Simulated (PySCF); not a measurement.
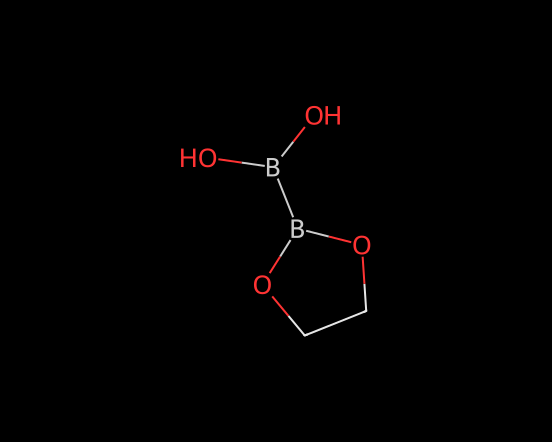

2D structure.

Write the SMILES.

OB(O)B1OCCO1

Give the formula, hydrogens included.

C2H6B2O4.

The parts below concern this one geometry. Atoms keep their numbers from picture to picture. The computed structure is the end point of a PBE0-D3(BJ)/def2-SVP optimisation. No frequency run is at hand to confirm it as a minimum.

Ring current

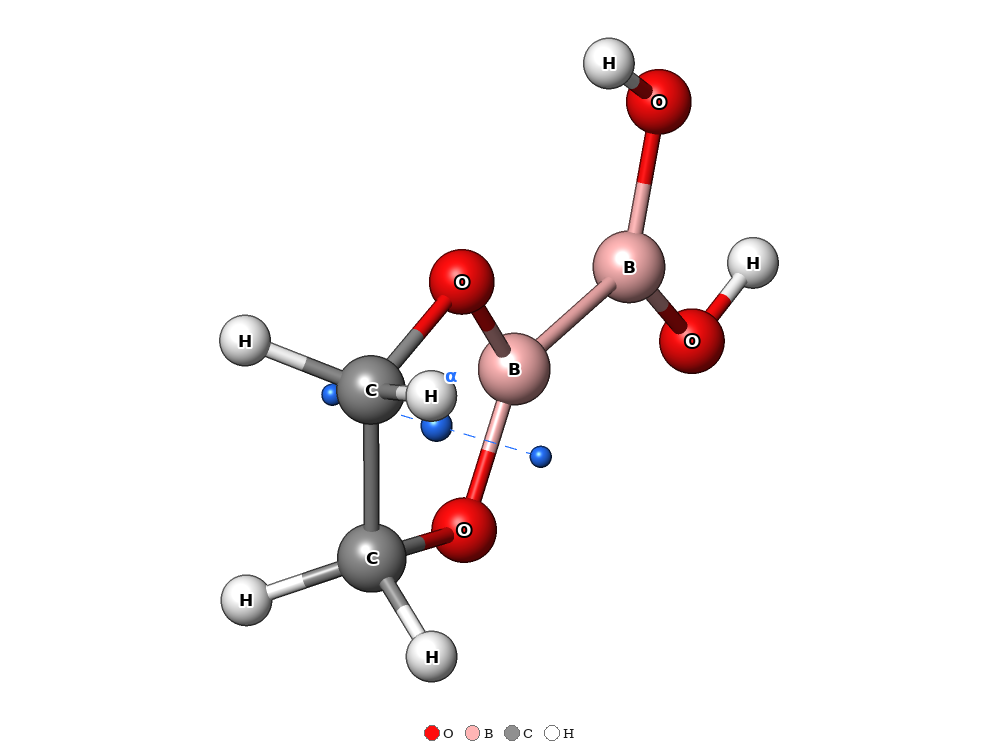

The small points mark where nucleus-independent chemical shifts (NICS) were computed: at the centre of each lettered ring and 1 Å above and below it. No frequency run is at hand to confirm it as a minimum. Level of theory: GIAO CAM-B3LYP/pcSseg-1 NMR shielding, non-relativistic, gas phase (PySCF 2.14.0).

Give NICS(0), NICS(1) and the out-of-plane component NICS(1)zz for each ring (means of the two sides).

```tsv
ring	members	NICS(0)	NICS(1)	NICS(1)zz
α	C2BO2	−5.7	−2.6	−5.3
```

Values in ppm.

What do the values say about the ring currents?

Ring α: weak, as in a non-aromatic ring. NICS is one index among several.

Quadrupole coupling

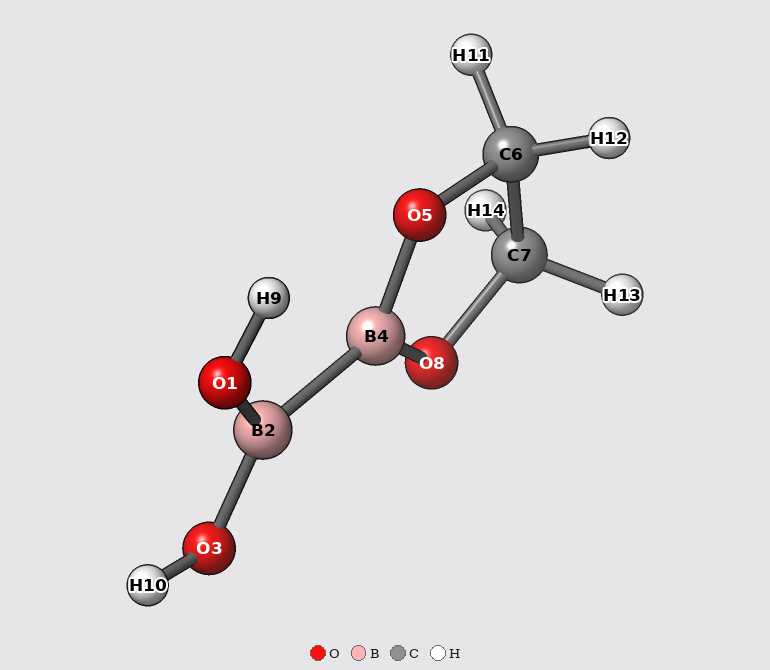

No frequency run is at hand to confirm it as a minimum. Electric field gradients from the ground-state density, B3LYP/pcJ-1 (PySCF 2.14.0), non-relativistic apart from any core potentials.

Give the largest field-gradient component, the quadrupole coupling constant and the asymmetry for 17O at O1 (Q = −25.6 mb), 11B at B2 (Q = 40.59 mb), 17O at O3 (Q = −25.6 mb), 11B at B4 (Q = 40.59 mb), 17O at O5 (Q = −25.6 mb), 17O at O8 (Q = −25.6 mb), 2H at H9 (Q = 2.86 mb), 2H at H10 (Q = 2.86 mb), 2H at H11 (Q = 2.86 mb), 2H at H12 (Q = 2.86 mb).

```tsv
atom	V_zz (a.u.)	e²qQ/h (MHz)	η
O1	1.302	−7.83	0.16
B2	0.335	3.19	0.45
O3	1.361	−8.18	0.09
B4	0.329	3.14	0.76
O5	1.548	−9.31	0.15
O8	1.562	−9.39	0.09
H9	0.446	0.299	0.07
H10	0.446	0.300	0.06
H11	0.269	0.181	0.05
H12	0.269	0.181	0.05
```

Electronic properties

No frequency run is at hand to confirm it as a minimum. Method: CAM-B3LYP/def2-SVPD, gas phase (PySCF 2.14.0). Excitations: vertical, linear response.

What does the calculation give?

- dipole moment: 2.87 D
- HOMO energy (Kohn–Sham orbital): −9.62 eV
- LUMO energy (Kohn–Sham orbital): 0.60 eV
- HOMO–LUMO gap: 10.22 eV
- mean static polarisability: 62.7 bohr³
- lowest vertical singlet excitation: 6.85 eV
- its oscillator strength: 0.020
- brightest of the 10 lowest singlets: 8.05 eV
- its oscillator strength: 0.06
